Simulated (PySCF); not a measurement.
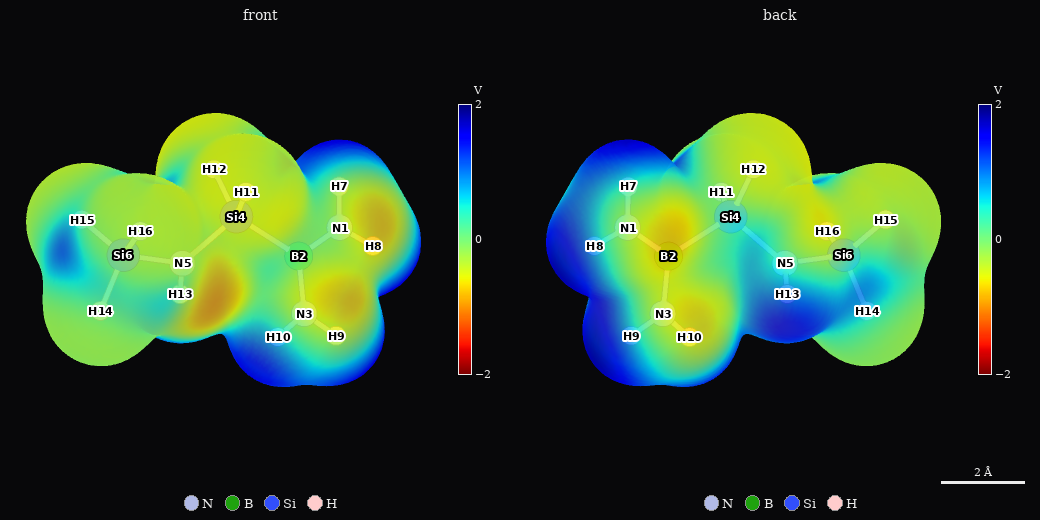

Figure 1: BH10N3Si2 (SMILES NB(N)[SiH2]N[SiH3]). The electrostatic potential painted on the density surface at 0.002 e/bohr³, seen from the front and from behind; the colour scale runs from red (negative) to blue (positive).

Geometry: GFN2-xTB.

Method: PySCF 2.14.0, PBE0/pcSseg-1, SCF density, gas phase, non-relativistic.

```xyz
16

N     2.9102    0.5185    0.2560
B     1.6725   -0.1407    0.1573
N     1.6673   -1.4518   -0.3482
Si    0.0144    0.7381    0.7209
N    -1.3472   -0.0549   -0.0435
Si   -3.0303    0.0811    0.3043
H     3.0123    1.4569    0.5951
H     3.7884    0.1001   -0.0030
H     2.4951   -1.9533   -0.6251
H     0.8332   -2.0067   -0.4142
H    -0.3243    0.6702    2.1585
H    -0.0825    2.1949    0.4347
H    -1.1426   -0.4213   -0.9595
H    -3.6725   -1.0406   -0.3918
H    -3.6169    1.3426   -0.1688
H    -3.1848   -0.0242    1.7522
```

**Which sites attract a positive test charge, and which a negative one?**

A positive charge is drawn to the negative regions and a negative charge to the positive ones. The most negative region (about −0.9 V) lies over N5, the most positive (about +1.8 V) over H8 and H9.
